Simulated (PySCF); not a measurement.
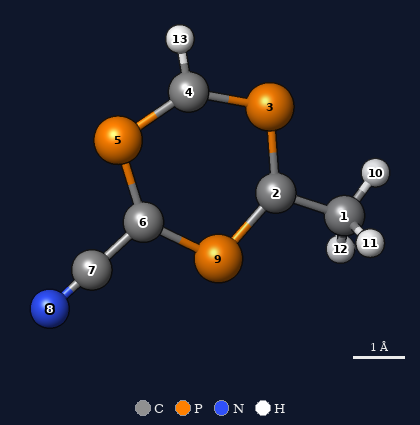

The structure as given in the input (ball-and-stick view, seen at a tilt; atoms are numbered from 1 in the order of the input). Bond lengths as drawn: C–C 1.41 to 1.51 Å, C–H 1.09 Å, C–N 1.15 Å and C–P 1.73 to 1.75 Å.

# NMR shielding calculation, with input and output: C₅H₄NP₃

The run: NMR shielding calculation of C₅H₄NP₃, SMILES Cc1pcpc(C#N)p1. Method and program: GIAO KT3/6-31++G** NMR shielding, non-relativistic, gas phase (PySCF 2.14.0).

The geometry comes from this level: GFN2-xTB. It belongs to a series of runs on one base structure; here: KT3/6-31++G**; grid level 4; guess atom. Figures and captions count atoms from 1; the log counts them from 0 in places.

**Log**
```
final grid: 320976 points
cycle   1  E = -1282.3685863921  dE =  2.823e+00  |g| = 1.851e+00  |ddm| = 2.682e+01
cycle   2  E = -1279.5470599543  dE =  2.822e+00  |g| = 3.319e+00  |ddm| = 6.500e+01
cycle   3  E = -1283.3091096117  dE = -3.762e+00  |g| = 5.466e-01  |ddm| = 7.292e+01
cycle   4  E = -1283.2168911729  dE =  9.222e-02  |g| = 8.155e-01  |ddm| = 2.863e+00
cycle   5  E = -1283.3821526603  dE = -1.653e-01  |g| = 1.597e-01  |ddm| = 1.822e+00
cycle   6  E = -1283.3887442838  dE = -6.592e-03  |g| = 6.184e-02  |ddm| = 7.017e-01
cycle   7  E = -1283.3895354099  dE = -7.911e-04  |g| = 3.574e-02  |ddm| = 3.172e-01
cycle   8  E = -1283.3899924923  dE = -4.571e-04  |g| = 6.918e-03  |ddm| = 1.145e-01
cycle   9  E = -1283.3900075297  dE = -1.504e-05  |g| = 2.706e-03  |ddm| = 3.617e-02
cycle  10  E = -1283.3900101047  dE = -2.575e-06  |g| = 1.235e-03  |ddm| = 1.472e-02
cycle  11  E = -1283.3900105329  dE = -4.282e-07  |g| = 6.050e-04  |ddm| = 4.263e-03
cycle  12  E = -1283.3900106439  dE = -1.110e-07  |g| = 1.294e-04  |ddm| = 2.267e-03
cycle  13  E = -1283.3900106434  dE =  4.948e-10  |g| = 1.388e-04  |ddm| = 5.223e-04
cycle  14  E = -1283.3900106487  dE = -5.299e-09  |g| = 3.080e-05  |ddm| = 3.104e-04
cycle  15  E = -1283.3900106490  dE = -2.942e-10  |g| = 6.761e-06  |ddm| = 1.914e-04
converged SCF energy = -1283.3900106490

GIAO shielding tensors (ppm)
atom      isotropic    diamagn.    paramagn.     s11        s22        s33       span
  0 C      164.326     236.548     -72.222    150.984    152.935    189.058     38.074
  1 C        9.215     278.834    -269.619   -169.239      0.160    196.723    365.962
  2 P      196.531     965.344    -768.813    -78.467     78.389    589.671    668.138
  3 C       31.045     275.266    -244.221   -146.398     51.998    187.534    333.932
  4 P      170.030     959.900    -789.870   -167.102     48.915    628.276    795.379
  5 C       45.332     230.194    -184.862   -131.230     84.135    183.092    314.322
  6 C       86.509     291.662    -205.153    -10.030     -4.754    274.311    284.341
  7 N      -18.047     322.590    -340.636   -115.670    -99.820    161.350    277.021
  8 P      144.431     968.262    -823.831   -161.017     42.249    552.061    713.078
  9 H       28.452      28.783      -0.331     23.833     28.814     32.708      8.876
 10 H       28.434      26.966       1.468     24.223     26.822     34.257     10.034
 11 H       28.257      26.790       1.467     23.365     28.027     33.379     10.014
 12 H       21.018      28.073      -7.055     16.327     20.330     26.397     10.069
```

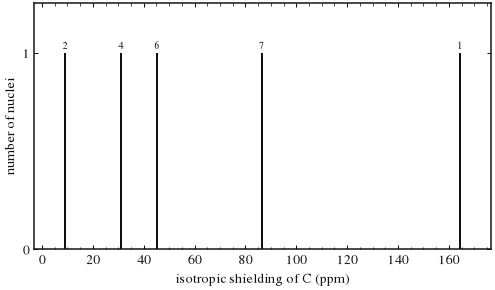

Isotropic shieldings of the carbon nuclei in this fixed geometry, labelled by atom number; shielding grows to the right, so chemical shift grows to the left. The least shielded is C2 (9.2 ppm), the most shielded C1 (164.3 ppm).

The run was set up as follows.

**Input**
```
{"job": {"kind": "nmr", "xc": "KT3", "basis": "6-31++G**", "pop": false, "grid": 4, "scf": {"guess": "atom"}}, "charge": 0, "multiplicity": 1}
C     -2.418741    -0.533921    -0.084838
C     -0.993871    -0.032330    -0.039658
P     -0.849998     1.701844    -0.159457
C      0.843656     2.058100    -0.114215
P      2.298275     1.140791     0.023353
C      1.752316    -0.522141     0.128625
C      2.813185    -1.442902     0.253119
N      3.679021    -2.190961     0.353498
P      0.185129    -1.305335     0.115852
H     -3.124211     0.290121     0.017016
H     -2.618844    -1.033418    -1.034088
H     -2.606963    -1.256269     0.709458
H      1.036657     3.126909    -0.186394
```

The first line tells a small driver script what to run in PySCF; the rest is the geometry in Å.

Command:
```bash
OMP_NUM_THREADS=1 python <driver script> task.json out
```

**Summary**

| quantity | value |
| --- | --- |
| outcome | converged |
| total energy | −1283.390011 hartree |
| HOMO | −6.91 eV |
| LUMO | −3.96 eV |
| dipole moment | 4.94 D |
| isotropic shielding, C | 9.2 to 164.3 ppm |
| isotropic shielding, P | 144.4 to 196.5 ppm |
| isotropic shielding, N | −18.0 ppm |
| isotropic shielding, H | 21.0 to 28.5 ppm |
| hardware | 1 CPU thread, shared host |
| wall time | 4.4 min |
| peak memory | 0.79 GiB |

**Notes**

Settings chosen away from the usual ones: KT3/6-31++G**; grid level 4; guess atom.
